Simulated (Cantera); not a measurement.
Charge: 1 mol Si3H8, 16 mol H2, equilibrated at 6.23 Torr.

Equilibrium computed with Cantera from the NASA thermochemical tables; the gas is ideal and each condensed phase is pure. Candidate condensed phases: Si; 9 gas species. The feed counts by its element totals alone. Gases not in the tables: Si2H6 and higher silanes. Kinetics and transport are ignored.

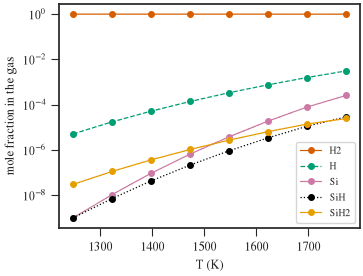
Figure: Equilibrium gas composition (values under 1e-9 drawn at 1e-9)

From 1248 K to 1623 K the condensed part is Si(s). From 1698 K to 1773 K the condensed part is Si(l). The main Si-bearing gas is SiH2 at 1248 K and Si at 1773 K.
